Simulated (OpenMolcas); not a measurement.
# SiN2H5OF (SMILES N[Si](N)(O)F) at 6 levels

Aim: a comparison of 6 runs (HF/STO-3G, B3LYP/cc-pVDZ, M06-L/cc-pVDZ, TPSS/cc-pVDZ, revPBE/cc-pVDZ, MP2/cc-pVDZ) of SiN2H5OF. 

The calculation is run with OpenMolcas 26.06.

1 further run of the same task is left out (set aside as unsound or not needed).

## (1) The molecule

SiN2H5OF: 10 atoms, total charge 0, spin state singlet. SMILES: `N[Si](N)(O)F`. The coordinates come from a PBE0-D4/def2-TZVP relaxation. This is one conformer, not always the lowest.

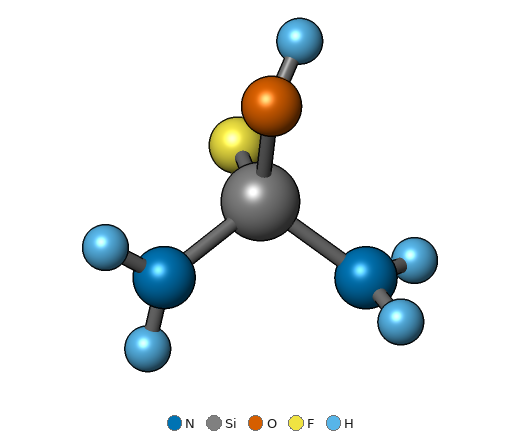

The structure, seen from a chosen angle (nitrogen blue, silicon grey, oxygen orange, fluorine yellow, hydrogen blue).

## (2) Energy and forces at HF/STO-3G (run 1)

File job.inp:

```
* FH5N2OSi Hartree-Fock

&GATEWAY
 BasLib=$CurrDir
 Coord
 10
 angstrom
 N       -0.415800       1.495400      -0.024800
 Si       0.063400      -0.096400      -0.298300
 N       -0.488700      -1.065100       0.977800
 O        1.671000       0.022600      -0.585100
 F       -0.553900      -0.827100      -1.586600
 H       -1.328300       1.723100       0.327300
 H        0.046600       2.272000      -0.464100
 H       -0.741200      -2.027100       0.831100
 H       -0.238900      -0.873700       1.932500
 H        2.068800      -0.674900      -1.106900
 Basis=STO-3G
 Group=NoSym

&SEWARD

&SCF
 Thresholds=1e-10 1e-07 1e-07 1e-05
 PrOrbitals=0

&ALASKA
```

The basis set STO-3G is read from a file made from the Basis Set Exchange's data (not shown).

Launch:

```bash
export MOLCAS_MEM=1860
pymolcas job.inp > job.log
```

The program printed:

```text
--- Start Module: gateway ---
[...]
--- Stop Module: gateway /rc=_RC_ALL_IS_WELL_ ---
[...]
      Basis functions           34
[...]
--- Start Module: scf ---
[...]
       Convergence after  11 Iterations
[...]
::    Total SCF energy                               -567.9507095886
[...]
      Total spin, S                                     0.0000000000
[...]
      Total electronic charge=   50.000000
      Total            charge=   -0.000000
[...]
      Dipole Moment (debye):
      Origin of the operator (angstrom)=    0.0533   -0.1208   -0.3434
                   X= -2.6464E-02               Y= -5.9047E-01               Z=  3.3936E-01           Total=  6.8156E-01
      Quadrupole Moment (debye*angstrom):
[...]
--- Stop Module: scf /rc=_RC_ALL_IS_WELL_ ---
--- Start Module: alaska ---
[...]
 *              Molecular gradients               *
 **************************************************
  Irreducible representation: a
 ------------------------------------------------------------------------------------------
                              X                       Y                       Z
 ------------------------------------------------------------------------------------------
  N1               -4.13296467938995E-03    1.16833833682879E-02    5.22961982218462E-04
  SI2               8.01395347397887E-03    9.67744504282586E-03    7.63923680475864E-03
  N3               -4.61127902462088E-03   -1.13274532893568E-02    6.85012751342917E-03
  O4               -2.10858755549737E-03   -2.69604644373693E-02   -1.99577716482958E-02
  F5                2.04953289046017E-04   -5.14726295271117E-03    3.17176207193626E-04
  H6                6.66654372738762E-03   -4.78799776134275E-03   -2.09547692950185E-03
  H7               -1.08999339070381E-03   -7.01557244826745E-03    2.51286360194602E-03
  H8                5.52283608847626E-04    8.34790236736271E-03   -1.32289159055762E-03
[...]
--- Stop Module: alaska /rc=_RC_ALL_IS_WELL_ ---
[...]
```

It took 3 s on 1 thread of AMD EPYC 7R43 (Zen 3), shared host; peak memory 0.37 GiB.

## (3) Energy and forces at B3LYP/cc-pVDZ (run 2)

File mol.xyz:

```xyz
10

N     -0.415800     1.495400    -0.024800
Si     0.063400    -0.096400    -0.298300
N     -0.488700    -1.065100     0.977800
O      1.671000     0.022600    -0.585100
F     -0.553900    -0.827100    -1.586600
H     -1.328300     1.723100     0.327300
H      0.046600     2.272000    -0.464100
H     -0.741200    -2.027100     0.831100
H     -0.238900    -0.873700     1.932500
H      2.068800    -0.674900    -1.106900
```

File mol.input:

```
&GATEWAY
  BasLib
  $CurrDir
  Coord
  mol.xyz
  Basis
  cc-pVDZ
  Group
  NoSym

&SEWARD
  GridInput
  Grid=UltraFine
  End of Grid

&SCF
  KSDFT
  B3LYP
  Thresholds
  1e-10 1e-07 1e-07 1e-05
  PrOrbitals
  1 1

&ALASKA
```

The basis set cc-pVDZ is read from a file made from the Basis Set Exchange's data (not shown).

Launch:

```bash
export MOLCAS_MEM=1860
pymolcas mol.input > mol.log
```

The program printed:

```text
--- Start Module: gateway ---
[...]
--- Stop Module: gateway /rc=_RC_ALL_IS_WELL_ ---
[...]
      Basis functions           99
[...]
--- Start Module: scf ---
[...]
       Convergence after  14 Iterations
[...]
::    Total KS-DFT energy                            -577.2591938736
[...]
      Total spin, S                                     0.0000000000
[...]
      Total electronic charge=   50.000000
      Total            charge=   -0.000000
[...]
      Dipole Moment (debye):
      Origin of the operator (angstrom)=    0.0533   -0.1208   -0.3434
                   X=  1.4641E-02               Y= -2.4318E-01               Z=  1.1682E+00           Total=  1.1933E+00
      Quadrupole Moment (debye*angstrom):
[...]
--- Stop Module: scf /rc=_RC_ALL_IS_WELL_ ---
[...]
--- Start Module: alaska ---
[...]
 *              Molecular gradients               *
 **************************************************
  Irreducible representation: a
 ------------------------------------------------------------------------------------------
                              X                       Y                       Z
 ------------------------------------------------------------------------------------------
  N1                1.15683047735349E-04   -6.58158400974607E-03   -4.00299286710926E-03
  SI2               2.17504128402293E-03   -8.32096562571338E-03   -1.88168653233629E-02
  N3                6.44352484635835E-03    2.28197286775611E-03   -5.50623881879275E-03
  O4               -2.29297201706764E-02   -8.00797718559298E-03    3.91744030360408E-04
  F5                1.39242894558915E-02    1.61259781678051E-02    2.88467002072714E-02
  H6                7.19139705579508E-03   -1.94558401796829E-03   -2.30209362329203E-03
  H7               -3.09136573841107E-03   -6.07370456994794E-03    3.74162936235667E-03
  H8                1.42739139943515E-03    7.75772351427140E-03    8.92154755814722E-04
[...]
--- Stop Module: alaska /rc=_RC_ALL_IS_WELL_ ---
[...]
```

It took 67 s on 1 thread of AMD EPYC 7R43 (Zen 3), shared host; peak memory 0.55 GiB.

Runs 3 to 5 aren't shown in full; the table further down has their settings and results.

## (4) The energy at MP2/cc-pVDZ (run 6)

File test.inp:

```
&gateway
baslib
$CurrDir
coord
10
angstrom
N       -0.415800       1.495400      -0.024800
Si       0.063400      -0.096400      -0.298300
N       -0.488700      -1.065100       0.977800
O        1.671000       0.022600      -0.585100
F       -0.553900      -0.827100      -1.586600
H       -1.328300       1.723100       0.327300
H        0.046600       2.272000      -0.464100
H       -0.741200      -2.027100       0.831100
H       -0.238900      -0.873700       1.932500
H        2.068800      -0.674900      -1.106900
basis
cc-pVDZ
group
NoSym
&seward
&scf
thresholds
1e-10 1e-07 1e-07 1e-05
prorbitals
1 1
&mbpt2
frozen
9
```

The basis set cc-pVDZ is read from a file made from the Basis Set Exchange's data (not shown).

Launch:

```bash
export MOLCAS_MEM=1860
pymolcas test.inp > test.log
```

The program printed:

```text
--- Start Module: gateway ---
[...]
--- Stop Module: gateway /rc=_RC_ALL_IS_WELL_ ---
[...]
      Basis functions           99
[...]
--- Start Module: scf ---
[...]
       Convergence after  14 Iterations
[...]
::    Total SCF energy                               -575.2350685962
[...]
      Total spin, S                                     0.0000000000
[...]
      Total electronic charge=   50.000000
      Total            charge=   -0.000000
[...]
      Dipole Moment (debye):
      Origin of the operator (angstrom)=    0.0533   -0.1208   -0.3434
                   X=  2.3973E-02               Y= -3.0585E-01               Z=  1.2561E+00           Total=  1.2931E+00
      Quadrupole Moment (debye*angstrom):
[...]
--- Stop Module: scf /rc=_RC_ALL_IS_WELL_ ---
[...]
--- Start Module: mbpt2 ---
[...]
WARNING!
Default frozen orbitals as non valence orbitals is overwritten by user input.
Default values:   6
[...]
       Reference weight ( Cref**2 )         =        0.82151
::    Total MBPT2 energy                             -576.0408564640
[...]
      Total MBPT2 calculations                           0.61      0.70
--- Stop Module: mbpt2 /rc=_RC_ALL_IS_WELL_ ---
[...]
```

Run time: 16 s. Hardware: 1 thread of AMD EPYC 7R43 (Zen 3), shared host; peak memory 0.55 GiB.

## (5) Overview of the runs

```tsv
run	level	integration grid	task	energy (Eh)	dipole moment (D) of the reference	HOMO energy (eV)	LUMO energy (eV)	wall time
1	HF/STO-3G	–	gradient	-567.950710	0.68	-8.56	13.05	3 s
2	B3LYP/cc-pVDZ	UltraFine	gradient	-577.259194	1.19	-6.98	1.12	67 s
3	M06-L/cc-pVDZ	UltraFine	gradient	-577.211104	1.21	-6.07	1.31	84 s
4	TPSS/cc-pVDZ	UltraFine	gradient	-577.283751	1.15	-5.77	0.81	87 s
5	revPBE/cc-pVDZ	UltraFine	gradient	-577.073887	1.15	-5.63	0.64	71 s
6	MP2/cc-pVDZ	–	energy	-576.040856	1.29	-11.24	4.65	16 s
```

## (6) What came out

```
                                          quantity          value
                               run 6: total energy  -576.04086 Eh
         run 6: dipole moment (mean-field density)         1.29 D
        run 6: HOMO energy (Hartree–Fock orbitals)      -11.24 eV
        run 6: LUMO energy (Hartree–Fock orbitals)        4.65 eV
      run 6: HOMO–LUMO gap (Hartree–Fock orbitals)       15.90 eV
run 6: correlation energy (9 core orbitals frozen)     -805.8 mEh
```

What this shows: Over runs 1, 2, 3, 4, 5 the dipole moment (its size) runs from 0.68 D (HF/STO-3G) to 1.21 D (M06-L/cc-pVDZ). The two ends differ in method and basis. Over runs 1, 2, 3, 4, 5 the HOMO–LUMO gap runs from 6.27 eV (revPBE/cc-pVDZ) to 21.61 eV (HF/STO-3G). Totals of different functionals can't be ranked against each other. In run 1 the basis is minimal, so the values are rough. All runs together took 5.5 min, the longest 87 s.
